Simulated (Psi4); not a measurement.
**PBE/STO-3G run of H2O2 (hydrogen peroxide)**

What is the energy change on altering one bond length of H2O2 (hydrogen peroxide) at PBE/STO-3G? 

Program for the calculation: Psi4 1.11.

## (1) The system as given

H2O2: 4 atoms, total charge 0, spin state singlet. As SMILES, `OO`. The shape is that of a PBE0-D4/def2-TZVP optimisation.

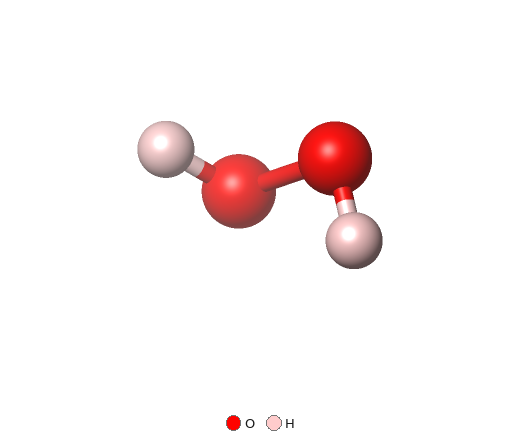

The structure, seen from a chosen angle (oxygen red, hydrogen pink).

## (2) The energy at PBE/STO-3G

Input file h2o2.inp:

```
memory 1.6 GB

molecule molecule1 {
  O     -0.91991868    -1.09811985     0.05782562
  O      0.09127377     1.37647651     0.39098434
  H      0.35224495    -2.11082408     0.88325799
  H      0.47639996     1.83265640    -1.33206795
  units au
  symmetry c1
}

set {
  puream true
  scf_type pk
  dft_radial_points 99
  dft_spherical_points 590
}

E, wfn = energy("pbe/STO-3G", return_wfn=True)
print_variables()
```

The run is started by

```bash
psi4 -n 1 h2o2.inp h2o2.out
```

h2o2.out:

```text
[...]
  Running in c1 symmetry.
[...]
  Nuclear repulsion =   37.283118750301384
[...]
  Multiplicity = 1
[...]
  Nalpha       = 9
  Nbeta        = 9
[...]
    Number of basis functions: 12
[...]
   @RKS iter   1:  -149.27338587261957   -6.35620e-01   8.51736e-03 DIIS/ADIIS
[...]
   @RKS iter   6:  -149.28373068297168   -1.58809e-09   3.16846e-07 DIIS
[...]
    Orbital Energies [Eh]
    ---------------------
    Doubly Occupied:
       1A    -18.513902     2A    -18.512537     3A     -0.951866
       4A     -0.733728     5A     -0.385779     6A     -0.296864
       7A     -0.210325     8A     -0.099148     9A     -0.052746
[...]
  @RKS Final Energy:  -149.28373068297168
   => Energetics <=
    Nuclear Repulsion Energy =             37.2831187503013837
    One-Electron Energy =                -280.8806831773914610
    Two-Electron Energy =                 112.1714911359822082
    DFT Exchange-Correlation Energy =     -17.8576573918638104
    Empirical Dispersion Energy =           0.0000000000000000
    VV10 Nonlocal Energy =                  0.0000000000000000
    Total Energy =                       -149.2837306829716795
[...]
 Multipole Moments:
 ------------------------------------------------------------------------------------
     Multipole            Electronic (a.u.)      Nuclear  (a.u.)        Total (a.u.)
 ------------------------------------------------------------------------------------
 L = 1.  Multiply by 2.5417464519 to convert [e a0] to [Debye]
 Dipole X            :         -0.2841343            0.7731780            0.4890437
 Dipole Y            :          0.0954359           -0.2596362           -0.1642003
 Dipole Z            :          0.1539123           -0.4187680           -0.2648557
 Magnitude           :                                                    0.5798914
[...]
```

Wall time 2.2 s (1 thread of Intel Xeon 6975P-C (Granite Rapids), shared host); peak memory 0.29 GiB.

## (3) The distorted shape at the same level

Input file input.inp:

```
memory 1600 MB

molecule geom {
  0 1
  O     -1.11249311    -1.32622302     0.91940278
  O     -0.10130066     1.14837334     1.25256150
  H      0.15967052    -2.33892725     1.74483515
  H      0.47639996     1.83265640    -1.33206795
  units bohr
  symmetry c1
}

set puream true
set scf_type pk
set dft_radial_points 99
set dft_spherical_points 590

e_tot = energy('pbe/STO-3G')
```

The run is started by

```bash
psi4 -n 1 input.inp input.out
```

input.out:

```text
[...]
  Running in c1 symmetry.
[...]
  Nuclear repulsion =   35.435323826270832
[...]
  Multiplicity = 1
[...]
  Nalpha       = 9
  Nbeta        = 9
[...]
    Number of basis functions: 12
[...]
   @RKS iter   1:  -149.22905866270730   -7.86370e-01   8.28302e-03 ADIIS/DIIS
[...]
   @RKS iter   8:  -149.23835355096102   -3.42996e-09   2.65195e-07 DIIS
[...]
    Orbital Energies [Eh]
    ---------------------
    Doubly Occupied:
       1A    -18.543029     2A    -18.538857     3A     -0.946381
       4A     -0.690327     5A     -0.359771     6A     -0.283485
       7A     -0.225559     8A     -0.112447     9A     -0.063816
[...]
  @RKS Final Energy:  -149.23835355096102
   => Energetics <=
    Nuclear Repulsion Energy =             35.4353238262708317
    One-Electron Energy =                -277.1684014654093176
    Two-Electron Energy =                 110.2201256837159065
    DFT Exchange-Correlation Energy =     -17.7254015955384396
    Empirical Dispersion Energy =           0.0000000000000000
    VV10 Nonlocal Energy =                  0.0000000000000000
    Total Energy =                       -149.2383535509610226
[...]
 Multipole Moments:
 ------------------------------------------------------------------------------------
     Multipole            Electronic (a.u.)      Nuclear  (a.u.)        Total (a.u.)
 ------------------------------------------------------------------------------------
 L = 1.  Multiply by 2.5417464519 to convert [e a0] to [Debye]
 Dipole X            :         -0.4538723            0.8630200            0.4091477
 Dipole Y            :         -0.1664818           -0.1532188           -0.3197006
 Dipole Z            :          0.8195076           -0.8207209           -0.0012133
 Magnitude           :                                                    0.5192415
[...]
```

It took 2.5 s on 1 thread of Intel Xeon 6975P-C (Granite Rapids), shared host; peak memory 0.29 GiB.

## (4) Results

Level: PBE/STO-3G.

```
                                                         quantity          value
                                        first shape: total energy  -149.28373 Eh
                                       first shape: dipole moment         1.47 D
                                         first shape: HOMO energy       -1.44 eV
                                         first shape: LUMO energy        4.75 eV
                                       first shape: HOMO–LUMO gap        6.18 eV
                                    distorted shape: total energy  -149.23835 Eh
                                   distorted shape: dipole moment         1.32 D
                                     distorted shape: HOMO energy       -1.74 eV
                                     distorted shape: LUMO energy        1.45 eV
                                   distorted shape: HOMO–LUMO gap        3.19 eV
energy change with the O2–H4 bond stretched from 0.965 to 1.447 Å       1.235 eV
```

One bond (distorted shape) is far stretched, which a spin-restricted single reference describes badly; a broken-symmetry solution may lie lower. With the O2–H4 bond stretched from 0.965 to 1.447 Å the energy rises by 1.23 eV (119 kJ/mol). The first shape isn't relaxed at this level, so the change isn't measured from a minimum. A restricted reference can't describe the breaking bond well at this length. The minimal basis adds a large error of its own.
